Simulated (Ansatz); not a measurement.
# HF/3-21G run of CH4Si (SMILES C[SiH])

What is the vertical singlet–triplet gap of CH4Si at HF/3-21G? 

The results are computed with Ansatz 0.2.0.

44 further runs of the same task are left out: 44 set aside as unsound or not needed.

### 1 The structure to begin with

CH4Si: 6 atoms, total charge 0, spin state singlet. SMILES: `C[SiH]`. The shape is that of a PBE0-D4/def2-TZVP optimisation.

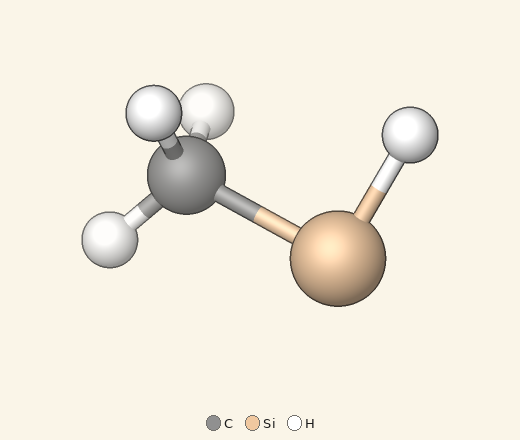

The structure, seen from a chosen angle (carbon grey, silicon light orange, hydrogen white).

### 2 A single-point energy at HF/3-21G

Contents of input.yaml:

```yaml
crystal:
  periodic: [false, false, false]
  atoms:
    - symbol: C
      position_ang: [-0.093500, -0.366000, -0.370300]
    - symbol: Si
      position_ang: [0.917300, 0.209800, 1.122300]
    - symbol: H
      position_ang: [-1.156900, -0.410100, -0.102200]
    - symbol: H
      position_ang: [0.215000, -1.335600, -0.763000]
    - symbol: H
      position_ang: [-0.024000, 0.382000, -1.170800]
    - symbol: H
      position_ang: [0.142200, 1.520000, 1.284000]
basis:
  gaussian:
    orbitals: 3-21G.json
hamiltonian:
  xc: hf
accuracy: high
output: {orbitals: {seedname: orbitals}}
```

The basis set 3-21G is read from a file made from the Basis Set Exchange's data (not shown).

Run with:

```
ansatz run input.yaml --threads 1 --pin off --max-ram 3480MiB --events-out events.jsonl --progress --plain --runs-dir runs
```

Output:

```text
Warning: RAYON_NUM_THREADS=1 ignored (pool sized by the plan → 1); use --threads N
Functional definition: HF
  name "HF"
  exchange = exact_x
  correlation = 0
678 factors; integrals over basis functions are off by at most 3.7e-9 eV
mean field evaluation 1: about -8906.1639 eV, gradient 1.7e1 eV
mean field evaluation 2: about -8906.1600 eV, gradient 1.7e1 eV
mean field evaluation 4: about -8906.9362 eV, gradient 1.4e0 eV
mean field evaluation 8: about -8906.9457 eV, gradient 4.8e-4 eV
mean field -8906.94568778 eV, -327.3242166813 hartree, gradient 3.3e-8 eV, S^2 0.000000; 0 other end points of the search recorded, 0 dependent functions left out
reference -8906.94568778 eV, -327.3242166813 hartree; 12, 12 occupied and 18, 18 virtual orbitals, 678 factors
Total energy: -8906.94568778 eV, -327.3242166813 hartree
```

Wall time 0.18 s (1 thread of Arm Neoverse V2, shared host).

### 3 The triplet, same level

Contents of molecule.yaml:

```yaml
crystal:
  periodic: [false, false, false]
  atoms:
    - symbol: C
      position_ang: [-0.093500, -0.366000, -0.370300]
    - symbol: Si
      position_ang: [0.917300, 0.209800, 1.122300]
    - symbol: H
      position_ang: [-1.156900, -0.410100, -0.102200]
    - symbol: H
      position_ang: [0.215000, -1.335600, -0.763000]
    - symbol: H
      position_ang: [-0.024000, 0.382000, -1.170800]
    - symbol: H
      position_ang: [0.142200, 1.520000, 1.284000]
basis:
  gaussian:
    orbitals: 3-21G.json
magnetization:
  spin_polarized: true
  initial_magnetization: 2
hamiltonian:
  xc: hf
accuracy: high
output:
  orbitals: {seedname: orbitals}
```

The basis set 3-21G is read from a file made from the Basis Set Exchange's data (not shown).

Run with:

```
ansatz run molecule.yaml --threads 1 --pin off --max-ram 3480MiB --events-out events.jsonl --progress --plain --runs-dir runs
```

Output:

```text
Warning: RAYON_NUM_THREADS=1 ignored (pool sized by the plan → 1); use --threads N
[... 4 set-up lines as earlier in the session ...]
678 factors; integrals over basis functions are off by at most 3.7e-9 eV
mean field evaluation 1: about -8905.0516 eV, gradient 1.2e1 eV
mean field evaluation 2: about -8905.2210 eV, gradient 1.2e1 eV
mean field evaluation 4: about -8906.2355 eV, gradient 1.6e0 eV
mean field evaluation 8: about -8906.2975 eV, gradient 1.1e-1 eV
mean field evaluation 16: about -8906.2979 eV, gradient 2.2e-7 eV
mean field -8906.29786570 eV, -327.3004096591 hartree, gradient 2.6e-8 eV, S^2 2.004546; 0 other end points of the search recorded, 0 dependent functions left out
reference -8906.29786570 eV, -327.3004096591 hartree; 13, 11 occupied and 17, 19 virtual orbitals, 678 factors
Total energy: -8906.29786570 eV, -327.3004096591 hartree
```

Wall time 0.22 s (1 thread of Arm Neoverse V2, shared host).

### 4 What came out

At HF/3-21G:

| quantity | value |
| --- | --- |
| singlet: total energy | -327.32422 Eh |
| singlet: HOMO energy | -8.56 eV |
| singlet: LUMO energy | 0.72 eV |
| singlet: HOMO–LUMO gap | 9.28 eV |
| triplet: total energy | -327.30041 Eh |
| triplet: HOMO energy (highest over α and β) | -7.81 eV |
| triplet: LUMO energy (lowest over α and β) | 0.29 eV |
| triplet: ⟨S²⟩ | 2.005 |
| vertical energy of the triplet above the singlet | 0.648 eV |

In words: At this shape the triplet lies 0.65 eV (14.9 kcal/mol) above the singlet.
